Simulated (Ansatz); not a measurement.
# BH₂Cl+ (doublet): wave-function methods side by side, cc-pVDZ

How much of the correlation energy of BH₂Cl+ (doublet) does each wave-function method recover here?

Program: Ansatz 0.2.0, Gaussian basis. Level of theory: cc-pVDZ, core rule «outside noble gas», up to 6 orbitals frozen. These are calculated values, not measurements.

To be run: UHF; CCSD(T) on ROHF; CCSD(T) on UHF; BCCD(T) on ROHF; CISD; CCSDT(Q) on ROHF; CCSDT(Q) on UHF; CCSDTQ on ROHF.

8 further runs of the same task are left out: 5 for a known fault of the program, 3 set aside as unsound or not needed.

## 1. The system

The geometry is a PBE0/def2-TZVP stationary point (not a proven minimum) of the parent state, kept for this charge and spin.

4 atoms, charge 1, spin multiplicity 2.

Atoms are counted from 1 here; the program's logs count them from 0.

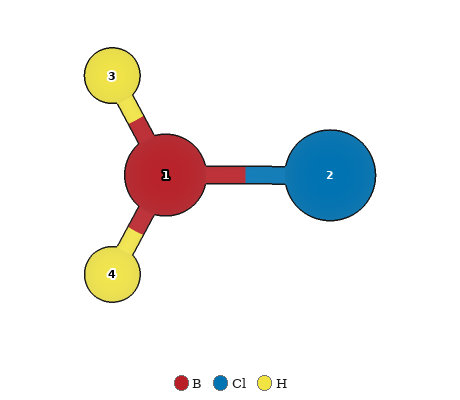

The structure; boron red, chlorine blue, hydrogen yellow; atoms are numbered from 1 in the order of the file.

## 2. UHF

Contents of in.yaml:

```yaml
crystal:
  periodic: [false, false, false]
  atoms:
    - {symbol: B, position_ang: [0.000000, 0.000000, 1.249289]}
    - {symbol: Cl, position_ang: [0.000000, 0.000000, -0.483890]}
    - {symbol: H, position_ang: [0.000000, 1.049651, 1.810265]}
    - {symbol: H, position_ang: [0.000000, -1.049651, 1.810265]}
basis:
  gaussian: {orbitals: cc-pVDZ}
total_charge: 1
magnetization: {spin_polarized: true, initial_magnetization: 1}
hamiltonian: {xc: hf}
output: {orbitals: {seedname: orbitals}}
```

Started as:

```bash
$ ansatz run in.yaml --threads 1 --pin off --events-out ev --progress --plain --max-ram 4096MiB --backend cpu
```

The runs that follow: CCSD(T) on ROHF; CCSD(T) on UHF; BCCD(T) on ROHF; CISD; CCSDT(Q) on ROHF; CCSDT(Q) on UHF; CCSDTQ on ROHF.

Before running them: what should the planned runs give, taken together? Wanted: RCCSDTQ below the RHF energy; RMP2 from RCCSDTQ; UMP2 from RCCSDTQ; RCCSD from RCCSDTQ; RCCSD(T) from RCCSDTQ; UCCSD(T) from RCCSDTQ; RCCSDT(Q) from RCCSDTQ; UCCSDT(Q) from RCCSDTQ; T1 diagnostic.

The runs gave:

| quantity | value |
| --- | --- |
| RCCSDTQ below the RHF energy | -6.6429 eV |
| RMP2 from RCCSDTQ | +117.3 kJ/mol |
| UMP2 from RCCSDTQ | +117.5 kJ/mol |
| RCCSD from RCCSDTQ | +21.1 kJ/mol |
| RCCSD(T) from RCCSDTQ | +4.6 kJ/mol |
| UCCSD(T) from RCCSDTQ | +4.6 kJ/mol |
| RCCSDT(Q) from RCCSDTQ | 0.0 kJ/mol |
| UCCSDT(Q) from RCCSDTQ | -0.1 kJ/mol |
| levels within 1 kcal/mol (43 meV) | BCCD(T), RCCSDT, UCCSDT, RCCSDT(Q), UCCSDT(Q) |
| T1 diagnostic | 0.047 |

RCCSD(T) misses by +4.6 kJ/mol, 0.7 % of the correlation energy. These misses are within one basis, not against nature; the frozen cores of restricted and unrestricted runs differ, which can shift their rows.
